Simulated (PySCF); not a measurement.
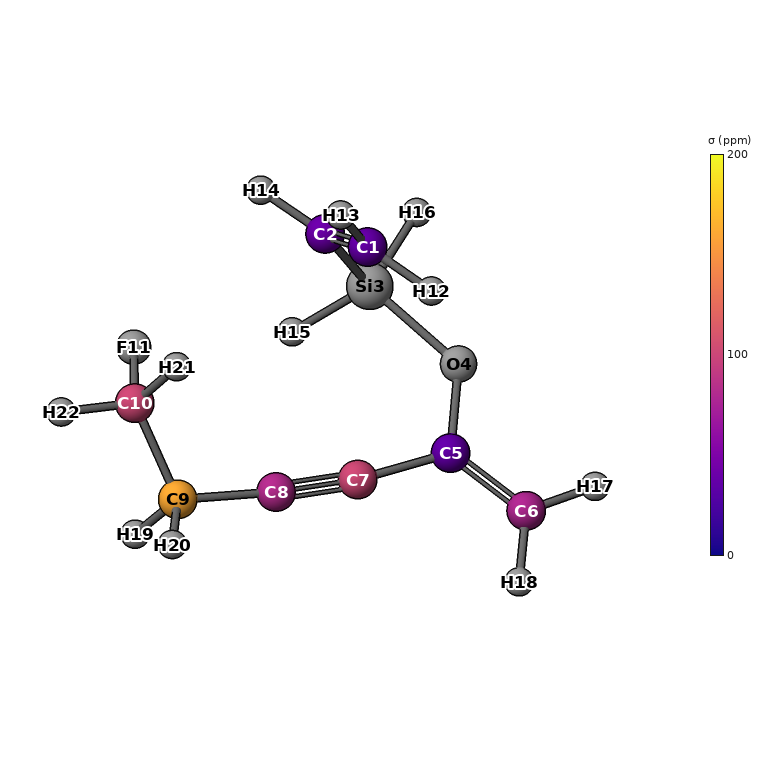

Atoms are coloured by their isotropic NMR shieldings (C only, the others grey). The geometry was computed by an optimisation with PBE0-D3(BJ)/def2-SVP. No frequency run is at hand to confirm it as a minimum. Level of theory: GIAO PBE0/pcSseg-1 NMR shielding, non-relativistic, IEF-PCM acetone (PySCF 2.14.0).

List the isotropic NMR shieldings of the C atoms.

```csv
atom,σ (ppm)
C1,38.0
C2,41.3
C5,37.0
C6,79.6
C7,101.6
C8,82.5
C9,161.3
C10,102.2
```
